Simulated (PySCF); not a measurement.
**C₆H₇NOS (SMILES CNc1ccc([CH][O-])s1) (charge −1, doublet): density, localisation and related maps**

| atom | x (Å) | y (Å) | z (Å) |
| --- | --- | --- | --- |
| C | 2.7775 | 0.1270 | -0.2487 |
| N | 1.7569 | 0.4882 | -1.2268 |
| C | 0.4380 | 0.3178 | -0.7737 |
| C | -0.3503 | 1.2593 | -0.1514 |
| C | -1.5753 | 0.7879 | 0.2883 |
| C | -1.7807 | -0.5859 | 0.0605 |
| C | -2.8806 | -1.3898 | 0.3551 |
| O | -3.9442 | -1.0267 | 0.9091 |
| S | -0.3557 | -1.2787 | -0.7370 |
| H | 2.7315 | -0.9289 | 0.0552 |
| H | 2.6327 | 0.7443 | 0.6380 |
| H | 3.7651 | 0.3327 | -0.6682 |
| H | 1.9044 | -0.0545 | -2.0750 |
| H | -0.0269 | 2.2858 | -0.0620 |
| H | -2.3377 | 1.3876 | 0.7539 |
| H | -2.7626 | -2.4572 | 0.0521 |

Geometry: GFN2-xTB.

All numbers below come from UKS B3LYP, pcH-1 on C H N O S, non-relativistic, mean-field spin-orbit, GIAO (PySCF 2.14.0, density-fitted response routines).

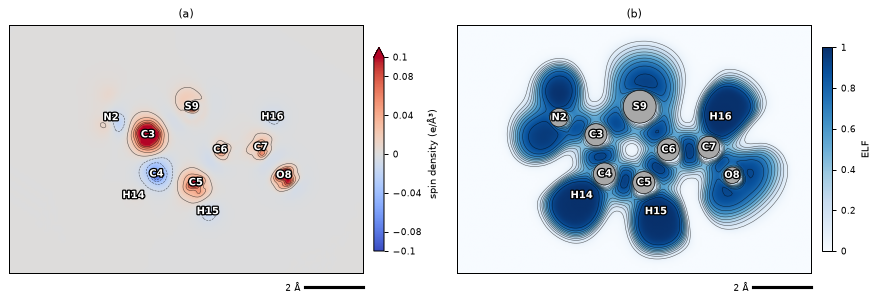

Figure 1. (a) spin density; (b) electron localisation function on the plane of atoms C3, C4 and H14. Grey discs cover the atomic cores in the ELF map.

Question: Interpret the plot.

Answer: The section cuts through N, C, O, S and H sites. C–O (1.25 Å): the ELF peaks at about 0.85 between the atoms, as expected for a polar covalent bond. C–C (1.38 Å): the ELF peaks at about 0.95 between the atoms; a covalent bond. C–N (1.40 Å): the ELF peaks at about 0.90 between the atoms; a covalent bond. C–S (1.77 Å): the ELF peaks at about 0.90 between the atoms, as expected for a covalent bond. C–H (1.08 Å): the ELF climbs to about 1 towards the hydrogen, as it does in any bond to H (a covalent bond by its length). The ELF also peaks beside O8, N2 and S9, away from the bonds: non-bonding electrons, paired or unpaired. The unpaired spin (1 electron) lies mostly on C3 (about 0.2), O8 (about 0.2), C5 (about 0.2), C7 (about 0.2), S9 (about 0.1) and C6 (about 0.1), in electrons by Hirshfeld's partition.

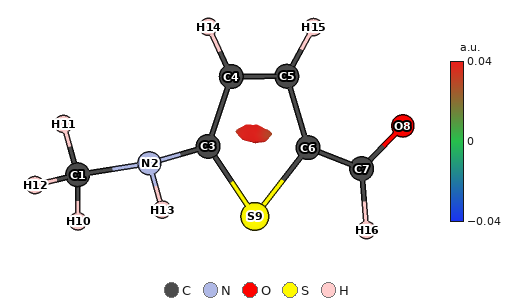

Figure 2. Non-covalent interaction (NCI) plot: the surface where the reduced density gradient is 0.4, for densities under 0.05 a.u., coloured by sign(λ₂)ρ; seen at a tilt.

Question: Which non-covalent interactions does the plot reveal?

Answer: Inside the ring or cage of C3, C4, C5, C6 and S9: steric crowding (red).
